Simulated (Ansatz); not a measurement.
# CHSi (quartet): correlated methods under varied settings at scale of all distances = 1.491

What do other methods and options give for CHSi (quartet) at this geometry, and how long do they take?

The runs use Ansatz 0.2.0, Gaussian basis; the settings change from run to run.

18 further runs of the same task are left out: 15 that didn't finish, 3 set aside as unsound or not needed.

## 1. The system

The geometry derives from a PBE0/def2-TZVP stationary point (not a proven minimum). All distances are scaled together.

3 atoms, charge 0, spin multiplicity 4.

Atoms are counted from 1 here; the program's logs count them from 0.

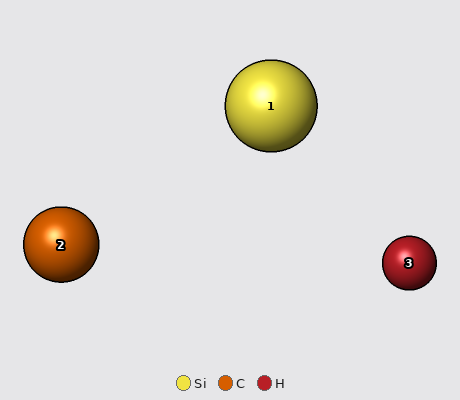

The structure; silicon yellow, carbon orange, hydrogen red; atoms are numbered from 1 in the order of the file.

Geometry (Å):

```xyz
3

Si    0.00000   -0.12410    0.78610
C     0.00000    0.11365   -1.94688
H     0.00000    2.10365    1.29499
```

## 2. HF/6-31G

Input file in.yaml:

```yaml
crystal:
  periodic: [false, false, false]
  atoms:
    - {symbol: Si, position_ang: [0.000000, -0.124097, 0.786103]}
    - {symbol: C, position_ang: [0.000000, 0.113647, -1.946878]}
    - {symbol: H, position_ang: [0.000000, 2.103648, 1.294987]}
basis:
  gaussian: {orbitals: 6-31G}
magnetization: {spin_polarized: false, initial_magnetization: 3}
hamiltonian: {xc: hf}
scf: {lower_state_search: full}
output: {orbitals: {seedname: orbitals}}
```

The run is started by

```
$ ansatz run in.yaml --threads 1 --pin off --events-out ev --progress --plain --max-ram 2393MiB
```

Log, cut to the lines that bear on the results:

```text
Functional definition: HF
  name "HF"
  cite "Fock, Z. Phys. 61, 126 (1930) doi:10.1007/BF01340294"
  parent pbe
[...]
299 factors; integrals over basis functions are off by at most 1.7e-4 eV
[...]
mean field -8898.56293305 eV, -327.0161561271 hartree, gradient 9.0e-6 eV, S^2 3.750000; 13 other end points of the search recorded, 0 dependent functions left out
reference -8898.56293305 eV, -327.0161561271 hartree; 12, 9 occupied and 12, 15 virtual orbitals, 299 factors
Total energy: -8898.56293305 eV, -327.0161561271 hartree
```

Wall time 0.82 s (1 thread of Arm Neoverse V1, shared host).

## 3. CASSCF(3,6)/cc-pVDZ

Input file in.yaml:

```yaml
crystal:
  periodic: [false, false, false]
  atoms:
    - {symbol: Si, position_ang: [0.000000, -0.124097, 0.786103]}
    - {symbol: C, position_ang: [0.000000, 0.113647, -1.946878]}
    - {symbol: H, position_ang: [0.000000, 2.103648, 1.294987]}
basis:
  gaussian: {orbitals: cc-pVDZ}
magnetization: {spin_polarized: false, initial_magnetization: 3}
correlation: {active_space: {window: {electrons: 3, orbitals: 6}, states: [{multiplicity: 4, weights: [0.5, 1, 1, 1]}]}}
scf: {lower_state_search: light}
```

Same command.

Log, cut to the lines that bear on the results:

```text
Functional definition: HF
  name "HF"
  cite "Fock, Z. Phys. 61, 126 (1930) doi:10.1007/BF01340294"
  parent pbe
[...]
679 factors; integrals over basis functions are off by at most 1.5e-7 eV
[...]
mean field -8899.51444825 eV, -327.0511236657 hartree, gradient 2.1e-6 eV, S^2 3.750000; 15 other end points of the search recorded, 0 dependent functions left out
reference -8899.51444825 eV, -327.0511236657 hartree; 12, 9 occupied and 25, 28 virtual orbitals, 679 factors
state -8899.80167539 eV, -327.0616790682 hartree
state -8899.29573240 eV, -327.0430860064 hartree
state -8898.89933700 eV, -327.0285187441 hartree
state -8898.88666675 eV, -327.0280531210 hartree
Total energy: -8899.13787824 eV, -327.0372849730 hartree
```

It took 5.5 s on 1 thread of Arm Neoverse V1, shared host.

From the report: 20 determinants; active occupations (of the averaged states) 0.81, 0.76, 0.71, 0.61, 0.11, 0.00.

## 4. BCCD on UHF/6-31++G**

Input file in.yaml:

```yaml
crystal:
  periodic: [false, false, false]
  atoms:
    - {symbol: Si, position_ang: [0.000000, -0.124097, 0.786103]}
    - {symbol: C, position_ang: [0.000000, 0.113647, -1.946878]}
    - {symbol: H, position_ang: [0.000000, 2.103648, 1.294987]}
basis:
  gaussian: {orbitals: "6-31++G**"}
magnetization: {spin_polarized: true, initial_magnetization: 3}
correlation: {method: bccd, electrons: outside_noble_gas}
output: {forces: true}
```

The command is unchanged.

Log, cut to the lines that bear on the results:

```text
Functional definition: HF
  name "HF"
  cite "Fock, Z. Phys. 61, 126 (1930) doi:10.1007/BF01340294"
  parent pbe
[...]
411 factors; integrals over basis functions are off by at most 6.6e-4 eV
[...]
mean field -8899.34174700 eV, -327.0447770119 hartree, gradient 5.5e-6 eV, S^2 4.239904; 37 other end points of the search recorded, 0 dependent functions left out
determinant -8899.34174700 eV, -327.0447770119 hartree, with singles and doubles -8903.97879226 eV, -327.2151852819 hartree
determinant -8899.28063185 eV, -327.0425310715 hartree, with singles and doubles -8903.95667015 eV, -327.2143723095 hartree
determinant -8899.19670412 eV, -327.0394467844 hartree, with singles and doubles -8903.75688693 eV, -327.2070304115 hartree
determinant -8899.16090894 eV, -327.0381313357 hartree, with singles and doubles -8903.51452346 eV, -327.1981237183 hartree
[...]
6 core orbitals not correlated: weight in the atoms' cores, before any rotation towards them, 1.000 or more for the frozen orbitals, at most 0.000 for the correlated occupied ones
reference -8899.34174700 eV, -327.0447770119 hartree; 6, 3 occupied and 36, 39 virtual orbitals, 411 factors
second order -3.14565743 eV of doubles, -0.00000000 eV of singles
cycle   1  -4.77973087 eV  change   -1.0e-1 eV  update   6.0e-2
[...]
cycle  30  -4.65807871 eV  change    8.5e-8 eV  update   1.1e-7
WARN: the results are in doubt because among natural orbitals full CI differs from the method by -0.160 eV
[...]
Total energy: -8903.99982572 eV, -327.2159582473 hartree
Atom 0 at     0.000000    -0.124097     0.786103 Å, force    -0.000000     2.429667    -1.100698 eV/Å
Atom 1 at     0.000000     0.113647    -1.946878 Å, force     0.000000    -0.131229     1.639731 eV/Å
Atom 2 at     0.000000     2.103648     1.294987 Å, force     0.000000    -2.298438    -0.539033 eV/Å
Dipole moment:    -0.000000    -0.307125     0.529837 e Å
In doubt: among natural orbitals full CI differs from the method by -0.160 eV
```

Wall time 25 s (1 thread of Arm Neoverse V1, shared host).

From the report: ⟨S²⟩ of the determinant 4.240 (pure quartet: 3.75); correlation -4.6581 eV; largest double amplitude 0.10. The program marks this result as in doubt; its last lines say why.

## 5. BCCD(T)/def2-mTZVP

in.yaml, as its differences from that of step 4:

```diff
@@ -7,5 +7,6 @@
 basis:
-  gaussian: {orbitals: "6-31++G**"}
+  gaussian: {orbitals: def2-mTZVP, fitting: {mean_field: def2-universal-jkfit}}
 magnetization: {spin_polarized: true, initial_magnetization: 3}
-correlation: {method: bccd, electrons: outside_noble_gas}
+hamiltonian: {xc: {name: PBE0}}
+correlation: {method: bccd_t, electrons: all}
 output: {forces: true}
```

Same command.

Log, cut to the lines that bear on the results:

```text
Functional definition: PBE0
  name "PBE0"
  cite "Adamo & Barone, J. Chem. Phys. 110, 6158 (1999) doi:10.1063/1.478522"
  cite "Perdew, Burke & Ernzerhof, Phys. Rev. Lett. 77, 3865 (1996) doi:10.1103/PhysRevLett.77.3865"
  parent pbe
[...]
221 factors; integrals over basis functions are off by at most 1.0e0 eV
[...]
mean field -8915.77956121 eV, -327.6488555419 hartree, gradient 6.5e-6 eV, S^2 3.761894; 8 other end points of the search recorded, 0 dependent functions left out
reference -8898.86258021 eV, -327.0271679571 hartree; 12, 9 occupied and 32, 35 virtual orbitals, 221 factors
second order -5.85900841 eV of doubles, -0.35177244 eV of singles
cycle   1  -6.55042162 eV  change   -6.6e-1 eV  update   1.1e-1
[...]
cycle  27  -7.13724839 eV  change    1.4e-7 eV  update   2.6e-7
perturbative correction -0.28570351 eV, -0.0104994105 hartree
WARN: these amplitudes may be one of several solutions (largest doubles amplitude 0.21, level shift 1.33 eV)
[...]
Total energy: -8906.28553211 eV, -327.2999564081 hartree
Atom 0 at     0.000000    -0.124097     0.786103 Å, force    -0.000000     2.190440    -1.449759 eV/Å
Atom 1 at     0.000000     0.113647    -1.946878 Å, force     0.000000    -0.151958     1.935551 eV/Å
Atom 2 at     0.000000     2.103648     1.294987 Å, force    -0.000000    -2.038483    -0.485791 eV/Å
Dipole moment:     0.000000    -0.280709     0.511513 e Å
```

It took 20 s on 1 thread of Arm Neoverse V1, shared host.

From the report: ⟨S²⟩ of the determinant 3.762 (pure quartet: 3.75); correlation -7.4230 eV; largest double amplitude 0.21. The report flags that the cluster equations may have other roots.

## 6. CCSDT on UHF/6-31G*

Input file in.yaml:

```yaml
crystal:
  periodic: [false, false, false]
  atoms:
    - {symbol: Si, position_ang: [0.000000, -0.124097, 0.786103]}
    - {symbol: C, position_ang: [0.000000, 0.113647, -1.946878]}
    - {symbol: H, position_ang: [0.000000, 2.103648, 1.294987]}
basis:
  gaussian: {orbitals: "6-31G*"}
magnetization: {spin_polarized: true, initial_magnetization: 3}
correlation: {method: ccsdt, electrons: outside_noble_gas}
accuracy: high
```

Launched as before.

Log, cut to the lines that bear on the results:

```text
Functional definition: HF
  name "HF"
  cite "Fock, Z. Phys. 61, 126 (1930) doi:10.1007/BF01340294"
  parent pbe
[...]
650 factors; integrals over basis functions are off by at most 3.5e-9 eV
[...]
mean field -8899.18967348 eV, -327.0391884131 hartree, gradient 2.3e-8 eV, S^2 4.248161; 38 other end points of the search recorded, 0 dependent functions left out
determinant -8899.18967348 eV, -327.0391884131 hartree, with singles and doubles -8903.68922479 eV, -327.2045438736 hartree
determinant -8899.12722899 eV, -327.0368936204 hartree, with singles and doubles -8903.65946623 eV, -327.2034502667 hartree
determinant -8899.10573529 eV, -327.0361037415 hartree, with singles and doubles -8903.52115507 eV, -327.1983674256 hartree
determinant -8899.07188767 eV, -327.0348598643 hartree, with singles and doubles -8903.29674168 eV, -327.1901203856 hartree
[...]
determinant -8898.77203104 eV, -327.0238403362 hartree, with singles and doubles -8903.30550446 eV, -327.1904424118 hartree
determinant -8898.50385123 eV, -327.0139849101 hartree, with singles and doubles -8903.63198067 eV, -327.2024401913 hartree
determinant -8898.95881098 eV, -327.0307043726 hartree, with singles and doubles -8903.71196256 eV, -327.2053794713 hartree
determinant -8898.95881098 eV, -327.0307043726 hartree, with singles and doubles -8903.73246935 eV, -327.2061330818 hartree
6 core orbitals not correlated: weight in the atoms' cores, before any rotation towards them, 1.000 or more for the frozen orbitals, at most 0.000 for the correlated occupied ones
reference -8899.18967348 eV, -327.0391884131 hartree; 6, 3 occupied and 24, 27 virtual orbitals, 650 factors
second order -2.99541416 eV of doubles, -0.00000000 eV of singles
cycle   1  -3.69647022 eV  change   -7.0e-1 eV  update   9.4e-2
[...]
cycle  61  -4.89057437 eV  change  -2.5e-10 eV  update  1.1e-10
Total energy: -8904.08024785 eV, -327.2189137061 hartree
```

It took 26 s on 1 thread of Arm Neoverse V1, shared host.

From the report: ⟨S²⟩ of the determinant 4.248 (pure quartet: 3.75); correlation -4.8906 eV; T1 0.131; largest double amplitude 0.25.

## 7. All runs side by side

Where basis and cores are those of an earlier FCI/6-31G run (-8902.1160 eV), and the state is the same kind, the miss against it is given. † marks a result that the program doubts.

| level | correlated | functions | energy (eV) | from FCI (meV) | time |
| --- | --- | --- | --- | --- | --- |
| HF/6-31G |  | 24 | -8898.5629 | 3553.1 | 0.82 s |
| CASSCF(3,6)/cc-pVDZ (mean of several states) |  | 37 | -8899.1379 |  | 5.5 s |
| BCCD on UHF/6-31++G** † | outside noble gas | 48 | -8903.9998 |  | 25 s |
| BCCD(T)/def2-mTZVP (on PBE0 orbitals) † | all | 44 | -8906.2855 |  | 20 s |
| CCSDT on UHF/6-31G* | outside noble gas | 36 | -8904.0802 |  | 26 s |

## 8. Summary of results

```
quantity                      value
    runs                          5
quickest           HF/6-31G, 0.82 s
 slowest  CCSDT on UHF/6-31G*, 26 s
```

In words: Total energies in different bases, with other cores or another treatment of relativity can't be set against each other. CCSDT on UHF/6-31G* took 32 times as long as HF/6-31G; the jobs differ in more than the method. Hartree-Fock, CASSCF and CASCI lack dynamic correlation by design.
